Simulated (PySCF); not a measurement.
Molecule: SMILES CC(C)c1ccc(O)cc1, singlet. Atoms near the plane z = 0.0 Å, at the GFN2-xTB optimised geometry (x, y, z in Å): C2 (-1.2, -1.9, 0.0), C4 (-0.4, -0.6, 0.0), C5 (-1.1, 0.6, 0.0), C6 (-0.3, 1.8, 0.0), C7 (1.0, 1.8, 0.0), O8 (1.7, 3.0, 0.0), C9 (1.7, 0.6, 0.0), C10 (1.0, -0.6, 0.0), H14 (-0.4, -2.7, 0.0), H18 (-2.1, 0.7, 0.0), H19 (-0.9, 2.8, 0.0), H20 (2.7, 2.8, 0.0), H21 (2.8, 0.6, 0.0), H22 (1.5, -1.5, 0.0).

Method: PBE/def2-SVP in PySCF. Cells within 0.4 Å of a nucleus heavier than hydrogen are left out (blank, or x). The values are rescaled to run from 0 to 1.

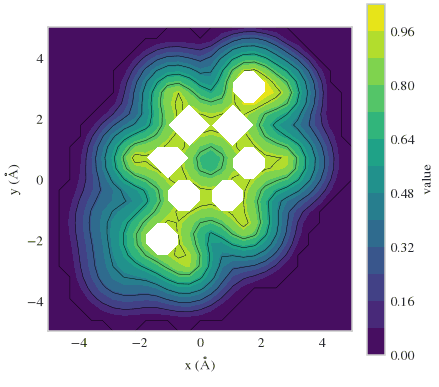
*a field on the plane z = 0.0 Å.*

Problem. Which quantity is mapped?
(A) deformation density (molecule minus spherical neutral atoms)
(B) electrostatic potential
(C) log10 of the electron density
(D) an orbital amplitude

Solution. C, log10 of the electron density. In full: log10 of the electron density (e/bohr³), floored at −4.
